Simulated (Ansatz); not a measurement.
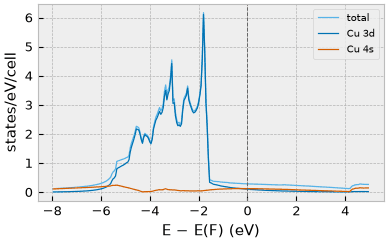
Fig. 1. Total and projected density of states of Cu (fcc (Cu type), Fm-3m), r²SCAN+D4 in the plane-wave PAW code Ansatz

Task: Which orbitals carry the states next to the Fermi level?

Result: Within 0.5 eV of the Fermi level: Cu 4s 42 %, Cu 3d 35 %, outside the projected shells 23 %. Projections are on Löwdin-orthogonalised atomic valence shells; empty p or d shells of many metals are not among them.

Task: Where is the tallest occupied peak in this window, and what makes it?

Result: Near -1.8 eV, about 6.2 states/eV per cell; the largest projected share is Cu 3d.

The cell was relaxed with r²SCAN+D4 under the symmetry of its start. The run is not spin-polarised. The pairwise dispersion correction was not fitted to metals.

Potentials: the later of the program's two PAW sets.
